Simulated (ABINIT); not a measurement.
# BN (Qingsongite): G0W0 with ABINIT, start to end, part 2 of 2

Wanted: ground state, empty states, screening and self-energy for BN (Qingsongite).

ABINIT 10.8.3; LDA and many-body steps on it, plane waves. Known limits of the many-body steps: not at the basis limit; coarse k mesh.

So far. Step 2 (Ground state): The gap is indirect, with the least direct gap 4.33 eV higher. Step 3 (Bands along the symmetry lines): The gap is 4.420 eV, as in the run before at this level.

### 4. Empty states on the mesh, 6×6×6 mesh, 42 bands

Level of this step: DFT, LDA, plane waves, norm-conserving pseudopotentials (ABINIT).

The sums over transitions need many empty states on a uniform mesh; this step solves for them.

The input, run.abi:

```
acell 3*1.0 Angstrom
rprim 
  -0.000000000000 1.807500000000 1.807500000000
  1.807500000000 0.000000000000 1.807500000000
  1.807500000000 1.807500000000 -0.000000000000
ntypat 2
znucl 5 7
natom 2
typat 1 2
xred 
  0.000000000000 0.000000000000 0.000000000000
  0.250000000000 0.250000000000 0.250000000000
pp_dirpath "pseudos"
pseudos "B.upf, N.upf"
ecut 36
ngkpt 6 6 6
nshiftk 1
shiftk 0 0 0
kptopt 1
chksymbreak 0
irdden 1
istwfk *1
nband 42
prtvol 0
optdriver 6
gwr_task "HDIAGO"
paral_kgb 0
occopt 1
indata_prefix "in"
outdata_prefix "out"
tmpdata_prefix "tmp"
```

Run with:

```bash
$ OMP_NUM_THREADS=1 mpirun -n 4 abinit run.abi > log
```

Numbers of over 12 decimals in the logs are rounded to 6 here.

What it wrote:

```text
[banner, memory and clock lines left out]
.Version 10.8.3 of ABINIT. v10.8.2 released Aug 2026.

 Symmetries : space group F-4 3 m (#216); Bravais cF (face-center cubic)
[... echo of the input left out ...]
== DATASET  1 ==================================================================
-   mpi_nproc: 4, omp_nthreads: 1 (-1 if OMP is not activated)

--- !DatasetInfo
iteration_state: {dtset: 1, }
dimensions: {natom: 2, nkpt: 16, mband: 42, nsppol: 1, nspinor: 1, nspden: 1, mpw: 869, }
cutoff_energies: {ecut:  36.0, pawecutdg:  -1.0, }
electrons: {nelect:   8.00000000E+00, charge:   0.00000000E+00, occopt:   1.00000000E+00, tsmear:   1.00000000E-02, }

.Using double precision arithmetic; gwpc =  8

- Reading GS density from: in_DEN

--- Pseudopotential description ------------------------------------------------
- B Generated using ONCVPSP code by D. R. Hamann
-  5.00000   3.00000  180309                  znucl, zion, pspdat
12 -1012 1 -1 1498                            pspcod,pspxc,lmax,lloc,mmax
     nproj     2     2
  pspatm : epsatm=    3.19369156
         --- l  ekb(1:nproj) -->
             0    8.437831    1.245441
             1   -3.670611   -0.766497
 pspatm: atomic psp has been read  and splines computed

- N Generated using ONCVPSP code by D. R. Hamann
-  7.00000   5.00000  180309                  znucl, zion, pspdat
12 -1012 1 -1 1058                            pspcod,pspxc,lmax,lloc,mmax
     nproj     2     2
  pspatm : epsatm=    5.30777321
         --- l  ekb(1:nproj) -->
             0    7.408032    0.617798
             1   -4.361519   -1.032581
 pspatm: atomic psp has been read  and splines computed

   6.80117181E+01                                ecore*ucvol(ha*bohr**3)

 Total charge density [el/Bohr^3]
)     Maximum=    5.6568E-01  at reduced coord.    0.2000    0.2000    0.4000
)     Minimum=    7.7961E-03  at reduced coord.    0.0000    0.0000    0.0000
   Integrated=    8.0000E+00

 === KS gaps after direct diagonalization ===
 Indirect band gap semiconductor
 Fundamental gap:     4.420 (eV)
   VBM:     8.006 (eV) at k: [ 0.0000E+00,  0.0000E+00,  0.0000E+00]
   CBM:    12.426 (eV) at k: [ 5.0000E-01,  5.0000E-01,  0.0000E+00]
 Direct gap:         8.748 (eV) at k: [ 0.0000E+00,  0.0000E+00,  0.0000E+00]

== END DATASET(S) ==============================================================

 -outvars: echo values of variables after computation  --------
           etotal      0.0000000000E+00
            nband          42
             nkpt          16
          spgroup         216
 [... the other variables as echoed above ...]

 Calculation completed.
```

Run time: 8.5 s. Hardware: 4 MPI ranks of Arm Neoverse N1, shared host; peak memory 0.37 GiB.

This step gave:

- gap: 4.420 eV
- k of the valence top: 0, 0, 0
- k of the conduction bottom: 0.5, 0.5, 0
- least direct gap: 8.748 eV
- k points computed: 16
- lowest point of the top converged band, above the valence top: 88.6161 eV

On this mesh the gap is 4.420 eV.

### 5. Screening, 6×6×6 mesh, 34 bands, screening to 130.6 eV

The RPA dielectric matrix is built and inverted for each q.

This step: RPA screening on LDA, plane waves, norm-conserving pseudopotentials.

run.abi, as its differences from that of step 4:

```diff
@@ -20,10 +20,11 @@
 chksymbreak 0
-irdden 1
 istwfk *1
-nband 42
-prtvol 0
-optdriver 6
-gwr_task "HDIAGO"
-paral_kgb 0
 occopt 1
+irdwfk 1
+optdriver 3
+nband 34
+ecuteps 4.8
+inclvkb 2
+awtr 1
+symchi 1
 indata_prefix "in"
```

What it wrote:

```text
.Version 10.8.3 of ABINIT. v10.8.2 released Aug 2026.

 Symmetries : space group F-4 3 m (#216); Bravais cF (face-center cubic)
[... echo of the input left out ...]
== DATASET  1 ==================================================================
-   mpi_nproc: 4, omp_nthreads: 1 (-1 if OMP is not activated)

--- !DatasetInfo
iteration_state: {dtset: 1, }
dimensions: {natom: 2, nkpt: 16, mband: 34, nsppol: 1, nspinor: 1, nspden: 1, mpw: 869, }
cutoff_energies: {ecut:  36.0, pawecutdg:  -1.0, }
electrons: {nelect:   8.00000000E+00, charge:   0.00000000E+00, occopt:   1.00000000E+00, tsmear:   1.00000000E-02, }

 SCREENING: Calculation of the susceptibility and dielectric matrices

 Based on a program developped by R.W. Godby, V. Olevano, G. Onida, and L. Reining.
 Incorporated in ABINIT by V. Olevano, G.-M. Rignanese, and M. Torrent.
.Using double precision arithmetic ; gwpc =  8

[... cell and pseudopotentials left out ...]
--------------------------------------------------------------------------------

 ==== K-mesh for the wavefunctions ====
 Number of points in the irreducible wedge :    16
[... list of points left out ...]
 Together with 24 symmetry operations and time-reversal symmetry
 yields   216 points in the full Brillouin Zone.

 ==== Q-mesh for the screening function ====
 Number of points in the irreducible wedge :    16
[... list of points left out ...]
 Together with 24 symmetry operations and time-reversal symmetry
 yields   216 points in the full Brillouin Zone.

 setmesh: FFT mesh size selected  =    18x   18x   18
          total number of points  =         5832

 vcoul_init : cutoff-mode = AUXILIARY_FUNCTION
 q-points for optical limit:   1
     1)      0.000010    0.000020    0.000030

- screening: taking advantage of time-reversal symmetry
- Maximum band index for partially occupied states nbvw = 4
- Remaining bands to be divided among processors   nbcw = 30
- Number of bands treated by each node ~7

 Number of electrons calculated from density =    8.0000; Expected =    8.0000
 average of density, n =  0.100376
 r_s =    1.3348
 omega_plasma =   30.5612 [eV]

 calculating chi0 at frequencies [eV] :
  1    0.000000E+00    0.000000E+00
  2    0.000000E+00    3.056116E+01

--------------------------------------------------------------------------------
  q-point number  1        q = ( 0.000000, 0.000000, 0.000000) [r.l.u.]
--------------------------------------------------------------------------------
[... chi0 elements left out ...]
 For q-point:  0.000010 0.000020 0.000030
  dielectric constant =   4.4689
  dielectric constant without local fields =   4.7876

  Average fulfillment of the sum rule on Im[epsilon] for q-point    1 :     70.91  [%]
[... wings left out ...]
  q-point number  2        q = ( 0.166667, 0.000000, 0.000000) [r.l.u.]
--------------------------------------------------------------------------------
[... chi0 elements left out ...]
  Average fulfillment of the sum rule on Im[epsilon] for q-point    2 :     90.85  [%]

 [... 14 further q-points ...]
```

Wall time 11 s (4 MPI ranks); peak memory 0.32 GiB; 43 s of CPU time.

This step gave:

```
ε∞ with local fields, on this mesh, along the program's q direction : 4.469
the same without local fields                                       : 4.788
plasma frequency                                                    : 30.56 eV
plane waves in the screening matrix                                 : 51
```

Local fields lower ε∞ by 7 %. On a Γ-centred mesh this coarse the value itself is usually too large, while a short band sum pulls it down.

### 6. Self-energy, 6×6×6 mesh, 34 bands, screening to 130.6 eV

The self-energy is evaluated for the states that the input lists, and the levels follow from it, in one-shot runs by the linearised quasiparticle equation.

This step: G0W0 on LDA, plane waves, norm-conserving pseudopotentials.

run.abi, as its differences from that of step 5:

```diff
@@ -23,8 +23,17 @@
 irdwfk 1
-optdriver 3
+optdriver 4
 nband 34
+gwcalctyp 0
+ecutsigx 36
+symsigma 1
+nkptgw 2
+kptgw 
+  0.0000000000 0.0000000000 0.0000000000
+  0.5000000000 0.5000000000 0.0000000000
+bdgw 
+  2 7
+  3 6
 ecuteps 4.8
-inclvkb 2
-awtr 1
-symchi 1
+irdscr 1
+ppmodel 1
 indata_prefix "in"
```

What it wrote:

```text
.Version 10.8.3 of ABINIT. v10.8.2 released Aug 2026.

 Symmetries : space group F-4 3 m (#216); Bravais cF (face-center cubic)
[... echo of the input left out ...]
== DATASET  1 ==================================================================
-   mpi_nproc: 4, omp_nthreads: 1 (-1 if OMP is not activated)

--- !DatasetInfo
iteration_state: {dtset: 1, }
dimensions: {natom: 2, nkpt: 16, mband: 34, nsppol: 1, nspinor: 1, nspden: 1, mpw: 869, }
cutoff_energies: {ecut:  36.0, pawecutdg:  -1.0, }
electrons: {nelect:   8.00000000E+00, charge:   0.00000000E+00, occopt:   1.00000000E+00, tsmear:   1.00000000E-02, }

 SIGMA: Calculation of the GW corrections

 Based on a program developped by R.W. Godby, V. Olevano, G. Onida, and L. Reining.
 Incorporated in ABINIT by V. Olevano, G.-M. Rignanese, and M. Torrent.
.Using double precision arithmetic ; gwpc =  8

[... cell and pseudopotentials left out ...]
--------------------------------------------------------------------------------

 ==== K-mesh for the wavefunctions ====
 Number of points in the irreducible wedge :    16
[... list of points left out ...]
 Together with 24 symmetry operations and time-reversal symmetry
 yields   216 points in the full Brillouin Zone.

 ==== Q-mesh for screening function ====
 Number of points in the irreducible wedge :    16
[... list of points left out ...]
 Together with 24 symmetry operations and time-reversal symmetry
 yields   216 points in the full Brillouin Zone.

 vcoul_init : cutoff-mode = AUXILIARY_FUNCTION
 q-points for optical limit:   1
     1)      0.000010    0.000020    0.000030
 setmesh: FFT mesh size selected  =    25x   25x   25
          total number of points  =        15625

 Number of electrons calculated from density =    8.0000; Expected =    8.0000
 average of density, n =  0.100376
 r_s =    1.3348
 omega_plasma =   30.5612 [eV]

 === KS Band Gaps ===
  >>>> For spin  1
   Minimum direct gap =   8.7475 [eV], located at k-point      :   0.0000  0.0000  0.0000
   Fundamental gap    =   4.4200 [eV], Top of valence bands at :   0.0000  0.0000  0.0000
                                       Bottom of conduction at :   0.5000  0.5000  0.0000
 SIGMA fundamental parameters:
 PLASMON POLE MODEL  1
 number of plane-waves for SigmaX                  869
 number of plane-waves for SigmaC and W             51
 number of plane-waves for wavefunctions           869
 number of bands                                    34
 number of independent spin polarizations            1
 number of spinorial components                      1
 number of k-points in IBZ                          16
 number of q-points in IBZ                          16
 number of symmetry operations                      24
 number of k-points in BZ                          216
 number of q-points in BZ                          216
 number of frequencies for dSigma/dE                 9
 frequency step for dSigma/dE [eV]                0.25
 number of omega for Sigma on real axis              0
 max omega for Sigma on real axis  [eV]           0.00
 zcut for avoiding poles [eV]                     0.10

 EPSILON^-1 parameters (SCR file):
 dimension of the eps^-1 matrix on file             51
 dimension of the eps^-1 matrix used                51
 number of plane-waves for wavefunctions           869
 number of bands                                    34
 number of q-points in IBZ                          16
 number of frequencies                               2
 number of real frequencies                          1
 number of imag frequencies                          1

 matrix elements of self-energy operator (all in [eV])

 Perturbative Calculation

--- !SelfEnergy_ee
iteration_state: {dtset: 1, }
kpoint     : [   0.000,    0.000,    0.000, ]
spin       : 1
KS_gap     :    8.748
QP_gap     :   10.830
Delta_QP_KS:    2.083
data: !SigmaeeData |
     Band     E0 <VxcDFT>   SigX SigC(E0)      Z dSigC/dE  Sig(E)    E-E0       E
        2   8.006 -18.334 -22.055   2.960   0.829  -0.206 -18.965  -0.631   7.375
        3   8.006 -18.334 -22.055   2.960   0.829  -0.206 -18.965  -0.631   7.375
        4   8.006 -18.334 -22.055   2.960   0.829  -0.206 -18.965  -0.631   7.375
        5  16.753 -13.840  -7.141  -4.977   0.843  -0.187 -12.388   1.452  18.205
        6  16.753 -13.840  -7.141  -4.977   0.843  -0.187 -12.388   1.452  18.205
        7  16.753 -13.840  -7.141  -4.977   0.843  -0.187 -12.388   1.452  18.205

--- !SelfEnergy_ee
iteration_state: {dtset: 1, }
kpoint     : [   0.500,    0.500,    0.000, ]
spin       : 1
KS_gap     :    9.351
QP_gap     :   11.433
Delta_QP_KS:    2.082
data: !SigmaeeData |
     Band     E0 <VxcDFT>   SigX SigC(E0)      Z dSigC/dE  Sig(E)    E-E0       E
        3   3.075 -16.416 -21.623   3.872   0.820  -0.220 -17.510  -1.094   1.981
        4   3.075 -16.416 -21.623   3.872   0.820  -0.220 -17.510  -1.094   1.981
        5  12.426 -12.866  -7.423  -4.286   0.854  -0.170 -11.878   0.988  13.414
        6  17.261 -12.887  -6.730  -4.843   0.851  -0.175 -11.768   1.119  18.379

== END DATASET(S) ==============================================================
================================================================================

 -outvars: echo values of variables after computation  --------
           etotal      0.0000000000E+00
            nband          34
             nkpt          16
          spgroup         216
 [... the other variables as echoed above ...]

 Calculation completed.
```

It took 3.4 s on 4 MPI ranks; peak memory 0.33 GiB; 13 s of CPU time.

This step gave:

| Quantity | Value |
| --- | --- |
| G0W0 gap on the points computed | 6.039 eV |
| starting gap on the mesh | 4.420 eV |
| k of the valence top | 0, 0, 0 |
| k of the conduction bottom | 0.5, 0.5, 0 |
| Z at the valence top | 0.829 |
| Z at the conduction bottom | 0.854 |
| least direct G0W0 gap on the computed points | 10.83 eV |

The gap on the mesh goes from 4.42 eV to 6.04 eV, a correction of +1.62 eV.

Limits: finite bands, cutoff and mesh; coarse k mesh. v1 is the top filled band, c1 the lowest empty one. Levels before and after the correction, in eV, zero at the valence-band top of each column:

```tsv
	conduction bottom	valence top
Kohn-Sham	4.42	0.00
G0W0	6.04	0.00
```

```tsv
	level	energy (eV)
Kohn-Sham	Γ v3-v1	0.000
Kohn-Sham	Γ c1-c3	8.748
Kohn-Sham	(0.5 0.5 0) v2-v1	-4.931
Kohn-Sham	(0.5 0.5 0) c1	4.420
Kohn-Sham	(0.5 0.5 0) c2	9.255
G0W0	Γ v3-v1	0.000
G0W0	Γ c1-c3	10.830
G0W0	(0.5 0.5 0) v2-v1	-5.394
G0W0	(0.5 0.5 0) c1	6.039
G0W0	(0.5 0.5 0) c2	11.004
```

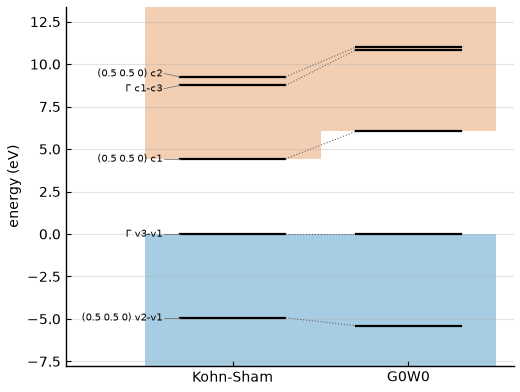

Levels before and after the correction. Shaded: valence and conduction bands.

### 7. Where the time went

Times are wall times on 4 MPI ranks of Arm Neoverse N1, shared host, good to a factor of about two.

```tsv
step	time	share	memory (GiB)
ground state	7.2 s	20 %	0.25
bands along the symmetry lines	5.5 s	16 %	0.23
empty states on the mesh	8.5 s	24 %	0.37
screening	11 s	30 %	0.32
self-energy	3.4 s	10 %	0.33
```

### 8. Results

```
LDA gap              : 4.42 eV, indirect
G0W0 gap on the mesh : 6.04 eV
GW settings          : 6×6×6 mesh, 34 bands, screening to 130.6 eV, Godby-Needs plasmon pole
known limits         : not at the basis limit; coarse k mesh
```

G0W0 moves the gap on the mesh from 4.42 eV to 6.04 eV (+1.62 eV), with Z of 0.83 and 0.85 at the edges. Local fields lower the RPA ε∞ on this mesh from 4.79 to 4.47; a Γ-centred mesh this coarse tends to raise both, most where the direct gap is narrow, while a short band sum lowers them. Only 2 of the mesh's irreducible points were corrected, so a valley elsewhere could overtake. Bands and cutoff are finite, so the gap is not at the basis limit. The miss can reach some tenths of an eV and take either sign; the mesh is an error of its own. In the G0W0 run levels were corrected at 2 k points alone, so a gap called «on the mesh» is the least over those, and an edge elsewhere would be missed. The 6×6×6 mesh is coarse for this cell, which bears on the long-range parts of exchange and screening.

[Paths, hosts, dates, memory and timing lines, banners, echoed tables and standing remarks are left out of the program output.]

[Logs are printed without paths, hosts, clocks, repeated set-up lines and the standing remarks that a program may print on its own settings, such as how far it seeks lower states.]

[Runs of the session that timed out or met a known fault of the program may be left out.]

[Hosts, paths, dates, database ids (printed as entryN), source tags and the programs' standing remarks are cut or masked in the printed files.]

[G0W0 gaps are taken among the corrected bands and points alone; a level outside them can change the order at an edge.]

[Where Ansatz stands beside ABINIT at settings called matched, ABINIT's density can come from a denser mesh and the files from another edition; pairs whose starting gaps differed by over 0.03 eV were left out, so agreement reads better than it is.]
